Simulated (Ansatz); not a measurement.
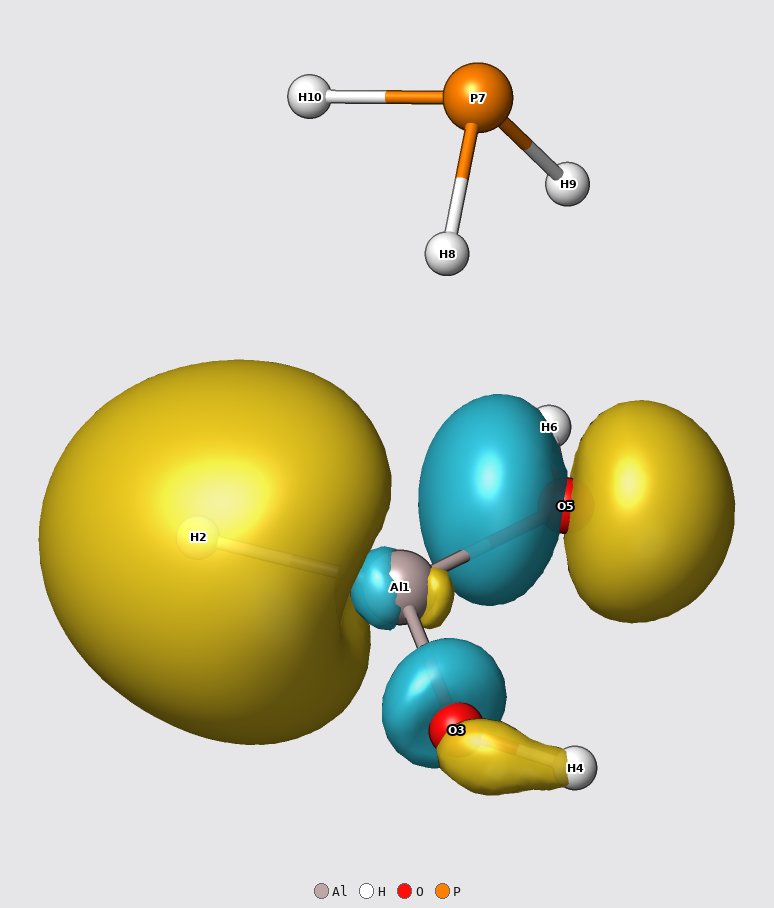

*AlH₃O₂···PH₃. The HOMO−1 at ±0.1 Å⁻³ᐟ² (yellow and cyan are the two phases), seen at an oblique angle.*

Method: Ansatz 0.2.0, RHF/6-31G*.

Input

```
crystal:
  periodic: [false, false, false]
  atoms:
    - { symbol: Al, position_ang: [0.103621, -0.423038, 0.126601] }
    - { symbol: H, position_ang: [-0.151588, -0.427526, 1.667341] }
    - { symbol: O, position_ang: [1.683396, -0.551735, -0.458984] }
    - { symbol: H, position_ang: [1.906678, -0.537879, -1.375315] }
    - { symbol: O, position_ang: [-1.157573, -0.262541, -0.99577] }
    - { symbol: H, position_ang: [-2.07641, -0.230589, -0.782301] }
    - { symbol: P, position_ang: [-0.060275, 2.810032, 1.424575] }
    - { symbol: H, position_ang: [1.297092, 2.930276, 1.767372] }
    - { symbol: H, position_ang: [0.174288, 2.55477, 0.058012] }
    - { symbol: H, position_ang: [-0.164128, 1.44903, 1.79527] }
basis:
  gaussian: { orbitals: "6-31G*" }
hamiltonian:
  xc: hf
relax:
  f_tol: 0.03
  max_steps: 50
output:
  orbitals: {}
```

Run with:

```sh
ansatz run input.yaml --threads 1 --pin off --max-ram 2048MiB --backend cpu --events-out ev --progress --plain --runs-dir out
```

The fields are those of the relaxed geometry.

### What is the character of this orbital?

It lies mainly on H2 (about 45 %), Al1 (about 30 %) and O5 (about 20 %). Its energy is −12.48 eV.
